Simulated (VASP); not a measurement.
Band structure of CuI (zinc blende). Computed with LDA (Ceperley-Alder, Perdew-Zunger), VASP's LDA PAW potentials (set 64) (plane waves; VASP).

Unless said otherwise, spin-orbit coupling is left out, though it shifts the bands of the heavy elements here.

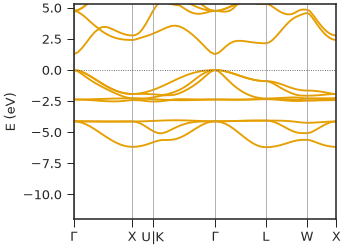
Bands along high-symmetry lines, zero at the valence-band maximum or, without a gap, the Fermi level

### Question
Read the plot: is there a gap, and where are the band edges?

### Answer
The gap is direct, 1.28 eV, from the valence maximum at Γ to the conduction minimum at Γ. (Edges off the drawn lines would not show.)

Measured: gap 3.12 eV (computed value off by -1.84 eV), as given by Abedi et al., (2022), arXiv:2211.14644.

The compound is CuI in the zinc blende structure. It was relaxed first, which changed the volume by -9 %.
